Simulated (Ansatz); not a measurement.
## SnSe2 (P-3m1): the PBE gap against the wavefunction cutoff

Wanted: the cheapest wavefunction cutoff that holds the PBE gap of SnSe2 (P-3m1).

Method: DFT, PBE, plane waves, PAW; PAW set soft_1, in Ansatz 0.2.0.

## Step 1: Set-up

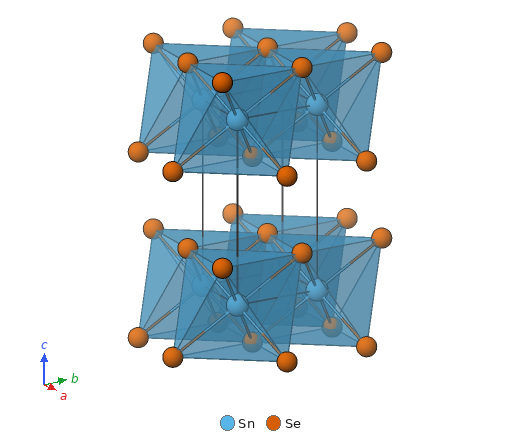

Start, viewed slightly off an axis; tin blue, selenium orange. Some periodic images of atoms are drawn too.

Coordinates:

```cif
data_structure
_symmetry_space_group_name_H-M 'P-3m1'
_symmetry_Int_Tables_number 164
_cell_length_a 3.8110
_cell_length_b 3.8110
_cell_length_c 6.1360
_cell_angle_alpha 90.000
_cell_angle_beta 90.000
_cell_angle_gamma 120.000
_cell_volume 77.18
loop_
_atom_site_label
_atom_site_type_symbol
_atom_site_symmetry_multiplicity
_atom_site_Wyckoff_symbol
_atom_site_fract_x
_atom_site_fract_y
_atom_site_fract_z
_atom_site_occupancy
Sn1 Sn 1 a 0.00000 0.00000 0.00000 1
Se1 Se 2 d 0.33333 0.66667 0.26144 1
```

Geometry: measured cell, ions relaxed with PBE. The runs that relaxed it are not among those shown.

## Step 2: Wavefunction cutoff: 190 eV

input.yaml reads:

```yaml
crystal:
  lattice:
    - [3.811, 0.0, 0.0]
    - [-1.9055, 3.3004228138, 0.0]
    - [0.0, 0.0, 6.136]
  atoms:
    - { symbol: Sn, position: [0.0, 0.0, 0.0] }
    - { symbol: Se, position: [0.3333333333, 0.6666666667, 0.2614399677] }
    - { symbol: Se, position: [0.6666666667, 0.3333333333, 0.7385600323] }
kpoints:
  mp_grid: { grid: [12, 12, 4] }
  band_path:
    path:
      - [0.0, 0.0, 0.0]
      - [0.5, 0.0, 0.0]
      - [0.33333333, 0.33333333, 0.0]
      - [0.0, 0.0, 0.5]
      - [0.5, 0.0, 0.5]
      - [0.33333333, 0.33333333, 0.5]
      - [0.0833333333, 0.0833333333, 0.0]
      - [0.5, 0.0, 0.35]
    npoints: 1
hamiltonian:
  xc: pbe
  pseudopotentials: { kind: paw, azcp: { folder: soft_1 } }
scf:
  occupations: { method: fermi_dirac, width: 0.02 }
  n_extra_bands: 5
  max_iter: 80
output:
  eigenvalues: true
  forces: true
  stress: true
basis:
  ecutwfc: 190.0
```

On the command line:

```bash
$ ansatz run input.yaml --threads 3 --pin off --max-ram 92160MiB --backend cuda --events-out ev --progress --plain --runs-dir out --devices 1 --max-vram 13GiB
```

Numbers of over 12 decimals in the logs are rounded to 6 here.

Output:

```text
Warning: basis.ecutwfc = 190 eV is below the records' recommended 420 eV, and the density's cutoff is lower with it unless basis.ecutrho_ratio is high enough to keep the records' density cutoff: compare with a run at a higher cutoff
scf.n_extra_bands = 5 over 23 filled bands (N_el = 46.0): the run solves 28 bands
GPUs: using 1 of 1 available (devices: 1).
Engine: ansatz 0.2.0, x86_64-unknown-linux-gnu
Pseudopotentials: kind: paw
Pseudopotential: Sn, paw, valence charge 14, recommended cutoff 420 eV (normal), soft_1/Sn.paw.azcp
Pseudopotential: Se, paw, valence charge 16, recommended cutoff 420 eV (normal), soft_1/Se.paw.azcp
Functional definition: PBE
  parameter kappa = 0.804
  parameter beta = 0.066725
  exchange = pbe_x(kappa = kappa, mu = beta*pi^2/3)
  correlation = pbe_c(beta = beta)
device memory: the entry about to start is reckoned to put 1.9 GiB on a device that reports 50.0 GiB free (of which the cap on the GPU budget leaves the run 13.0 GiB)
GPU FFT provider: cuFFT
GPU libraries: cuBLAS 13.8.2, cuFFT 12.4.0, cuSOLVER 12.3.4
Crystal: 3 atoms, lattice volume = 77.178 Å³
Basis set: ecut = 190 eV, 463 PW (Γ), exchange–correlation on 36×36×60 points (8 copies of the dense FFT grid, shifted against one another)
Bands: 28, of which v1, the nominal top of the filled ones, is band 23 counted from 1 (22 counted from 0)
Symmetry: 12 space group operations
Space group: P-3m1 (ITA 164), of the structure as read, at distance tolerance 4.3e-5 Å
k-points: 69 of 576
Non-local potential: Sn, projectors of the file, l = 0: 2, l = 1: 2, l = 2: 2, l = 3: 1
Non-local potential: Se, projectors of the file, l = 0: 2, l = 1: 2, l = 2: 3, l = 3: 1
PAW form: soft (Blöchl's): semilocal exchange-correlation on the pseudo side does not see the compensation charge
PAW one-centre angular grid: Sn, 590 points (default); XC on 64 Gauss nodes
PAW one-centre angular grid: Se, 590 points (default); XC on 64 Gauss nodes
Initial density: superposition of atomic densities (chi_scale 0.1, normalization cell, long waves kept (reshape's long-wave potential 0.10 eV rms))
Initial wavefunctions: pseudopotential atomic-orbital guess
GPU buffer pool allocated for 9720 grid points (all kernels)
GPU transforms: local potential and band sums: pruned to the plane-wave sphere, on 18×18×27
Functional: x = pbe(κ = 0.804, μ = 0.219515), c = pbe(β = 0.066725)
iter 1 solved again at ethr=2.86e-3 eV; its pass at ethr=3.10e-3 eV (dr2=1.31e0 eV) is discarded
SCF iter   1: F=—  HF=-16951.344421 eV  |F-HF|=—  |Δ(HF+E_count)|=         —  Δρ=3.37e-2  dr2=1.32e0  ethr=2.86e-3  ⟨swp⟩=1.0  Hψ=10380  notcnv=0
preconditioner: auto → Resta (q_TF=auto, 2.503 Å⁻¹)  ε∞=2.7  [insulator: Δε(μ)=0.445 eV  Ē_g=16.404 eV  σ=0.020 eV  W_gap=1.00  n_scr=22 (ndim 8)  ℏωp=21.6 eV  f_vac=0.090  D(μ)=0.00/eV (n_scr^D=0)  ε∞_Penn≈2.7  vacuum switching on, ρ_ref=2.0e-2 e/Å³]
SCF iter   2: F=—  HF=-16949.005831 eV  |F-HF|=—  |Δ(HF+E_count)|=    2.34e0  Δρ=1.47e-2  dr2=1.77e-1  ethr=2.86e-3  ⟨swp⟩=2.1  Hψ=4700  notcnv=0
SCF iter   3: F=—  HF=-16948.812256 eV  |F-HF|=—  |Δ(HF+E_count)|=   1.94e-1  Δρ=5.25e-3  dr2=3.46e-2  ethr=3.84e-4  ⟨swp⟩=2.0  Hψ=4215  notcnv=0  defer=23
SCF iter   4: F=—  HF=-16948.806492 eV  |F-HF|=—  |Δ(HF+E_count)|=   5.76e-3  Δρ=1.75e-3  dr2=2.63e-3  ethr=7.51e-5  ⟨swp⟩=2.1  Hψ=2563  notcnv=0  defer=23
SCF iter   5: F=—  HF=-16948.808922 eV  |F-HF|=—  |Δ(HF+E_count)|=   2.43e-3  Δρ=4.04e-4  dr2=8.31e-5  ethr=5.73e-6  ⟨swp⟩=2.0  Hψ=2727  notcnv=0  defer=23
SCF iter   6: F=—  HF=-16948.809328 eV  |F-HF|=—  |Δ(HF+E_count)|=   4.06e-4  Δρ=5.41e-5  dr2=2.35e-6  ethr=1.81e-7  ⟨swp⟩=2.0  Hψ=2484  notcnv=0  defer=23
SCF iter   7: F=—  HF=-16948.809332 eV  |F-HF|=—  |Δ(HF+E_count)|=   3.35e-6  Δρ=1.32e-5  dr2=1.40e-7  ethr=5.11e-9  ⟨swp⟩=2.0  Hψ=2806  notcnv=0  defer=23
SCF iter   8: F=-16948.809332 eV  HF=-16948.809332 eV  |F-HF|=4.24e-9  |Δ(HF+E_count)|=   2.27e-7  Δρ=1.86e-6  dr2=2.69e-9  ethr=2.17e-10  ⟨swp⟩=6.0  Hψ=6941  notcnv=0
SCF 1 converged in 8 iterations: F = -16948.809332 eV  dr2 = 2.69e-9
[...]
device memory: the entry about to start is reckoned to put 0.7 GiB on a device that reports 50.6 GiB free (of which the cap on the GPU budget leaves the run 13.0 GiB)
NSCF: frozen V_eff on 8 k-points
SCF converged after 8 iterations
Free energy (F): -16948.809332 eV
Harris-Foulkes:  -16948.809332 eV  (|F-HF|=4.24e-9)
Internal energy: -16948.809332 eV  (E = F + TS)
E sigma→0 (E₀):  -16948.809332 eV
Entropy (-TS):   -0.000000 eV (-0.000 meV/atom)
Fermi energy:    8.058725 eV
--- Per-component energies (eV) ---
  E_band       = -965.355506
  E_kinetic    = 418.081022
  E_local      = -6563.617949  (includes V_loc(G=0)·N_el)
  E_nonlocal   = -475.609282
  E_hartree    = 3419.424437
  E_xc         = -300.602860
  E_vxc        = -266.466484  (∫ρ·V_xc dr)
  E_paw        = -8722.050127  (= ΣΔE_a)
  E_vpaw       = -916.346748  (= ΣTr[D̂ρ^β])
  E_aug_tail   = -0.246282  (compensation charges beyond the density's cutoff)
  E_ewald      = -4724.188291
  E_smearing   = -0.000000  (= −TS)
  E_closure    = -0.000000  (closes the sum)
  Σ components = -16948.809332   (vs F -16948.809332, Δ=0.00e0)
--- Forces (eV/Å), atoms counted from 1 ---
  atom   1  Sn     0.00000000     0.00000000     0.00000000
  atom   2  Se     0.00000000     0.00000000     0.16246877
  atom   3  Se    -0.00000000    -0.00000000    -0.16246877
  max |Σ_I F_I| component: 1.16e-18 eV/Å
--- Stress (GPa, compression-positive) ---
        2.499259       0.000000      -0.000000
       -0.000000       2.499259       0.000000
       -0.000000       0.000000       3.808973
  P = ⅓ Tr σ = 2.9358 GPa (29.358 kbar)
--- Band table (eV; the first three rows and the last of 69) ---
  k-point 0: bands = [... 19 lower, 7.2542, 7.4359, 7.4359, 7.6315, 8.5273, 11.0136, 12.6215, 12.6215, ... 1 higher]
  k-point 1: bands = [... 19 lower, 7.1628, 7.1628, 7.5554, 7.5554, 9.5339, 10.9645, 12.4552, 12.4552, ... 1 higher]
  k-point 2: bands = [... 19 lower, 7.1086, 7.1086, 7.6380, 7.6380, 10.1567, 10.8365, 12.2783, 12.2783, ... 1 higher]
  k-point 68: bands = [... 19 lower, 3.6919, 4.1472, 7.3672, 7.3672, 9.8789, 12.1922, 12.1922, 13.8162, ... 1 higher]
```

It took 8.1 s on 1 × NVIDIA H100 80GB HBM3 (shared by 6 runs) with 3 threads of AMD EPYC 7R13 (Zen 3), shared host; peak memory 0.92 GiB.

Numbers from this step:

* pressure: 2.936 GPa
* gap: 0.4564 eV
* valence top at: k = (0.083, 0.083, 0.000)
* conduction bottom at: k = (0.500, 0.000, 0.350)
* least direct gap: 0.8958 eV

The gap is indirect, with the least direct gap 0.44 eV higher.

## Step 3: Wavefunction cutoff: 290 eV

Edit input.yaml of step 2 so:

```diff
@@ -26,3 +26,3 @@
 scf:
-  occupations: { method: fermi_dirac, width: 0.02 }
+  occupations: { method: fixed }
   n_extra_bands: 5
@@ -34,2 +34,2 @@
 basis:
-  ecutwfc: 190.0
+  ecutwfc: 290.0
```

Output:

```text
[...]
GPUs: using 1 of 1 available (devices: 1).
[...]
GPU FFT provider: cuFFT
GPU libraries: cuBLAS 13.8.2, cuFFT 12.4.0, cuSOLVER 12.3.4
Crystal: 3 atoms, lattice volume = 77.178 Å³
Basis set: ecut = 290 eV, 857 PW (Γ), exchange–correlation on 48×48×72 points (8 copies of the dense FFT grid, shifted against one another)
[...]
k-point 0: bands = [... 19 lower, 7.3972, 7.6014, 7.6014, 7.7822, 8.8655, 11.0737, 12.6135, 12.6135, ... 1 higher]
  k-point 1: bands = [... 19 lower, 7.3109, 7.3109, 7.7254, 7.7254, 9.8476, 11.0507, 12.4543, 12.4543, ... 1 higher]
  k-point 2: bands = [... 19 lower, 7.2603, 7.2603, 7.8153, 7.8153, 10.4865, 10.9397, 12.3043, 12.3043, ... 1 higher]
  k-point 68: bands = [... 19 lower, 3.7700, 4.2207, 7.5246, 7.5246, 10.1801, 12.2260, 12.2260, 13.7862, ... 1 higher]
[key lines of the parts left out:]
SCF converged after 8 iterations
Free energy (F): -16963.267767 eV
Fermi energy:    7.959185 eV
P = ⅓ Tr σ = 2.7481 GPa (27.481 kbar)
```

Wall time 12 s (1 × NVIDIA H100 80GB HBM3 (shared by 6 runs) with 3 threads); peak memory 0.92 GiB.

Numbers from this step:

```yaml
pressure: 2.748 GPa
gap: 0.5280 eV
valence_top_at: k = (0.083, 0.083, 0.000)
conduction_bottom_at: k = (0.500, 0.000, 0.350)
least_direct_gap: 1.083 eV
```

The gap is 0.528 eV, +0.072 eV from the run before at this level.

## Step 4: Wavefunction cutoff: 420 eV (the default)

input.yaml, the sections that differ from step 3:

```yaml
kpoints:
  mp_grid: { grid: [12, 12, 4] }
  band_path:
    path:
      - [[0.0, 0.0, 0.0], [0.5, 0.0, 0.0], [0.33333333, 0.33333333, 0.0], [0.0, 0.0, 0.0], [0.0, 0.0, 0.5], [0.5, 0.0, 0.5], [0.33333333, 0.33333333, 0.5], [0.0, 0.0, 0.5]]
      - [[0.5, 0.0, 0.5], [0.5, 0.0, 0.0]]
      - [[0.33333333, 0.33333333, 0.5], [0.33333333, 0.33333333, 0.0]]
    npoints: 10
scf:
  occupations: { method: fermi_dirac, width: 0.02 }
  n_extra_bands: 5
output:
  eigenvalues: true
  forces: true
  stress: true
  write_density: true
  write_potential: true
  elf: true
  volumetric_format: npy
# crystal, hamiltonian: as in step 3
# basis: removed
```

Output:

```text
[...]
GPUs: using 1 of 1 available (devices: 1).
[...]
GPU FFT provider: cuFFT
GPU libraries: cuBLAS 13.8.2, cuFFT 12.4.0, cuSOLVER 12.3.4
Crystal: 3 atoms, lattice volume = 77.178 Å³
Basis set: ecut = 420 eV, 1485 PW (Γ), exchange–correlation on 54×54×90 points (8 copies of the dense FFT grid, shifted against one another)
[...]
k-point 0: bands = [... 19 lower, 7.4005, 7.6068, 7.6068, 7.7850, 8.8771, 11.0708, 12.6054, 12.6054, ... 1 higher]
  k-point 1: bands = [... 19 lower, 7.3142, 7.3142, 7.7305, 7.7305, 9.8571, 11.0519, 12.4414, 12.4414, ... 1 higher]
  k-point 2: bands = [... 19 lower, 7.2630, 7.2630, 7.8204, 7.8204, 10.4966, 10.9409, 12.2875, 12.2875, ... 1 higher]
  k-point 68: bands = [... 19 lower, 3.7732, 4.2226, 7.5290, 7.5290, 10.1873, 12.2184, 12.2184, 13.7618, ... 1 higher]
[key lines of the parts left out:]
SCF converged after 8 iterations
Free energy (F): -16963.431835 eV
Fermi energy:    8.269761 eV
P = ⅓ Tr σ = 2.6689 GPa (26.689 kbar)
```

Wall time 8.4 s (1 × NVIDIA H100 80GB HBM3 (shared by 6 runs) with 3 threads); peak memory 0.98 GiB; 5.6 s of CPU time.

Numbers from this step:

| Item | Value |
| --- | --- |
| pressure | 2.669 GPa |
| gap | 0.5293 eV |
| valence top at | k = (0.083, 0.083, 0.000) |
| conduction bottom at | k = (0.500, 0.000, 0.350) |
| least direct gap | 1.092 eV |

The gap is 0.529 eV, +0.001 eV from the run before at this level.

## Step 5: Wavefunction cutoff: 630 eV

input.yaml, the sections that differ from step 4:

```yaml
kpoints:
  mp_grid: { grid: [12, 12, 4] }
  band_path:
    path:
      - [0.0, 0.0, 0.0]
      - [0.5, 0.0, 0.0]
      - [0.33333333, 0.33333333, 0.0]
      - [0.0, 0.0, 0.5]
      - [0.5, 0.0, 0.5]
      - [0.33333333, 0.33333333, 0.5]
      - [0.0833333333, 0.0833333333, 0.0]
      - [0.5, 0.0, 0.35]
    npoints: 1
scf:
  occupations: { method: fixed }
  n_extra_bands: 5
  max_iter: 80
output:
  eigenvalues: true
  forces: true
  stress: true
basis:
  ecutwfc: 630.0
# crystal, hamiltonian: as in step 4
```

Output:

```text
[...]
GPUs: using 1 of 1 available (devices: 1).
[...]
GPU FFT provider: cuFFT
GPU libraries: cuBLAS 13.8.2, cuFFT 12.4.0, cuSOLVER 12.3.4
Crystal: 3 atoms, lattice volume = 77.178 Å³
Basis set: ecut = 630 eV, 2791 PW (Γ), exchange–correlation on 64×64×108 points (8 copies of the dense FFT grid, shifted against one another)
[...]
k-point 0: bands = [... 19 lower, 7.4005, 7.6067, 7.6067, 7.7849, 8.8770, 11.0705, 12.6052, 12.6052, ... 1 higher]
  k-point 1: bands = [... 19 lower, 7.3141, 7.3141, 7.7304, 7.7304, 9.8570, 11.0516, 12.4412, 12.4412, ... 1 higher]
  k-point 2: bands = [... 19 lower, 7.2630, 7.2630, 7.8203, 7.8203, 10.4966, 10.9407, 12.2873, 12.2873, ... 1 higher]
  k-point 68: bands = [... 19 lower, 3.7731, 4.2226, 7.5289, 7.5289, 10.1872, 12.2180, 12.2180, 13.7616, ... 1 higher]
[key lines of the parts left out:]
SCF converged after 9 iterations
Free energy (F): -16963.433187 eV
Fermi energy:    7.963446 eV
P = ⅓ Tr σ = 2.6654 GPa (26.654 kbar)
```

Elapsed: 13 s, on 1 × NVIDIA H100 80GB HBM3 (shared by 6 runs) with 3 threads; peak memory 0.94 GiB.

Numbers from this step:

```yaml
pressure: 2.665 GPa
gap: 0.5293 eV
valence_top_at: k = (0.083, 0.083, 0.000)
conduction_bottom_at: k = (0.500, 0.000, 0.350)
least_direct_gap: 1.092 eV
```

The gap is 0.529 eV, as in the run before at this level.

## Step 6: The series

Differences are against the last row; a negative gap means that bands overlap, and a run with a band path holds that path's time. Times are wall times on 1 × NVIDIA H100 80GB HBM3 (shared by 6 runs) with 3 threads of AMD EPYC 7R13 (Zen 3), shared host, good to a factor of about two.

```tsv
wavefunction cutoff	gap (eV)	direct gap (eV)	gap error (eV)	energy error (meV/atom)	irreducible k	time
190 eV	0.456	0.896	−0.073	+4874.6	69	8.1 s
290 eV	0.528	1.083	−0.001	+55.1	69	12 s
420 eV	0.529	1.092	+0.000	+0.5	69	8.4 s
630 eV	0.529	1.092	+0.000	+0.0	69	13 s
```

## Step 7: What came out

```json
{
  "190 eV": "0.456 eV",
  "290 eV": "0.528 eV",
  "420 eV": "0.529 eV",
  "630 eV": "0.529 eV"
}
```

What this shows: The gap holds to 0.02 eV from 290 eV on. At 190 eV the gap is off by −0.073 eV and the energy by +4875 meV/atom.

[Paths, hosts, dates, memory and timing lines, banners, echoed tables and standing remarks are left out of the program output.]

[Logs are printed without paths, hosts, clocks, repeated set-up lines and the standing remarks that a program may print on its own settings, such as how far it seeks lower states.]

[Runs of the session that timed out or met a known fault of the program may be left out.]

[Cells called generated may have been cut or substituted from an entry of the Crystallography Open Database or the Materials Project.]

[Hosts, paths, dates, database ids (printed as entryN), source tags and the programs' standing remarks are cut or masked in the printed files.]
